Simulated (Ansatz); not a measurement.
```csv
atom,x (Å),y (Å),z (Å)
Ga,-0.1327,0.0000,-0.5684
H,0.0841,0.0000,2.7968
Cl,1.8723,0.0000,-1.4613
H,-1.3563,0.0000,-1.6302
H,0.1129,0.0000,3.5580
```

Level of theory: UKS B3LYP-D4/def2-SVP (Ansatz 0.2.0).

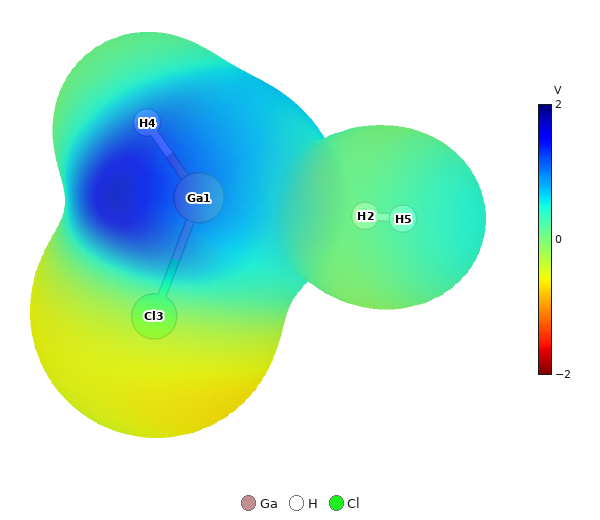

ClGaH···H2 (doublet). The molecular electrostatic potential painted on the density surface at 0.001 e/bohr³, seen at a tilt; the colour scale runs from red (negative) to blue (positive).

Describe the electrostatic potential map.

Answer. The most negative region (about −0.7 V) lies over Cl3, the most positive (about +1.6 V) over Ga1.
